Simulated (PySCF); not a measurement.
Consider C2H10O2SSi2 (SMILES COCS[SiH2]O[SiH3]).

Input

```
{"job": {"kind": "nmr", "xc": "PBE0", "basis": "pcSseg-1"}, "charge": 0, "multiplicity": 1}
C     -1.881615     0.917458     0.811275
O     -1.408145    -0.320912     0.345420
C     -1.280574    -0.375512    -1.043387
S     -0.477164    -1.939792    -1.451539
Si     0.908783    -1.903530     0.196351
O      1.641805    -0.469642     0.255923
Si     2.209949     1.033810     0.043664
H     -1.934905     0.839174     1.894821
H     -1.199177     1.729510     0.532048
H     -2.877741     1.132909     0.407495
H     -0.657573     0.450286    -1.417324
H     -2.256466    -0.349087    -1.545280
H      1.903531    -2.888184    -0.190202
H      0.241197    -2.112757     1.464997
H      1.877985     1.469506    -1.314403
H      3.648268     0.933862     0.258568
H      1.534845     1.864931     1.040588
```

Command:

```sh
OMP_NUM_THREADS=1 python probes_run.py task.json out
```

Geometry: GFN2-xTB.

These are results of PBE0/pcSseg-1, SCF density, gas phase, non-relativistic in PySCF 2.14.0, not measurements.

What can the converged electron density and electron localisation function tell about the bonding?

Si–O (1.61 Å): ρ at the midpoint is about 1.1 e/Å³; the ELF peaks at about 0.85 between the atoms; a short, strongly polar bond.
Si–S (2.15 Å): ρ at the midpoint is about 0.84 e/Å³; the ELF peaks at about 0.95 between the atoms, as expected for a shared electron pair.

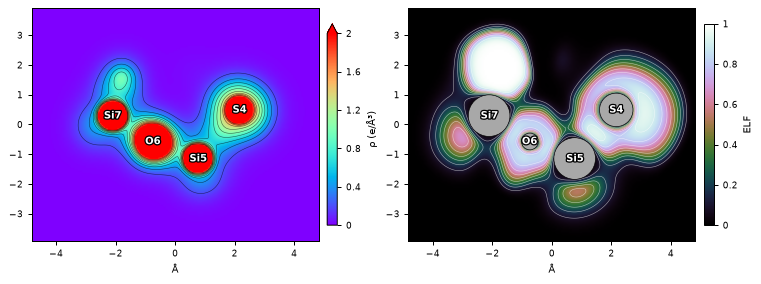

Computed electron density and electron localisation function on the plane of atoms Si5, O6 and Si7, in this order. Grey discs cover the atomic cores in the ELF map. 
